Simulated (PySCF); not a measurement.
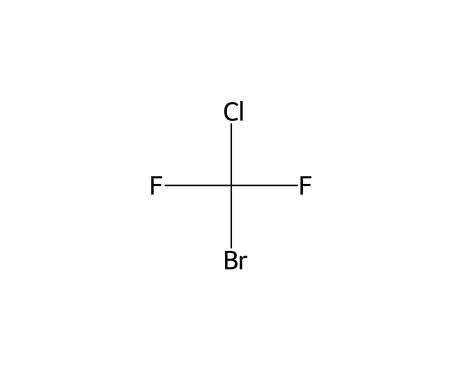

Structural formula above. The geometry was computed by an optimisation with PBE0-D3(BJ)/def2-SVP. No frequency run is at hand to confirm it as a minimum.

Describe the 3D structure.

It has 5 atoms: 1 carbon, 1 bromine, 1 chlorine and 2 fluorine (CBrClF₂). As SMILES it reads `FC(F)(Cl)Br`. Among its groups: C–F bond, C–Cl bond, C–Br bond. The point group is Cs. Coordination: 1 C tetrahedral.

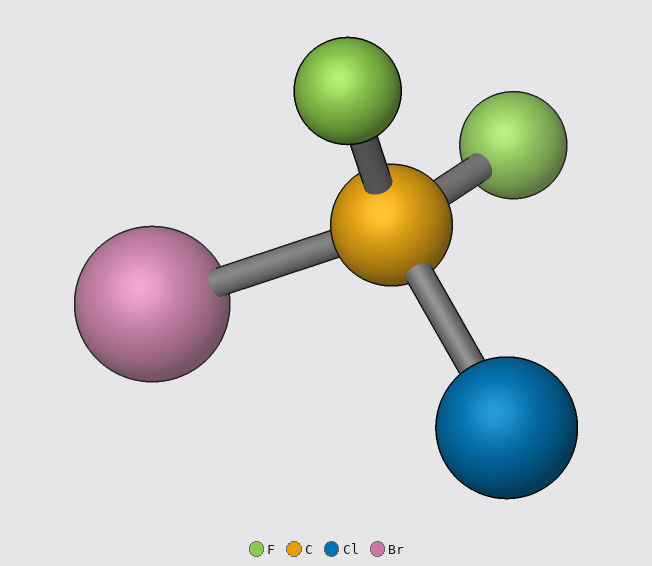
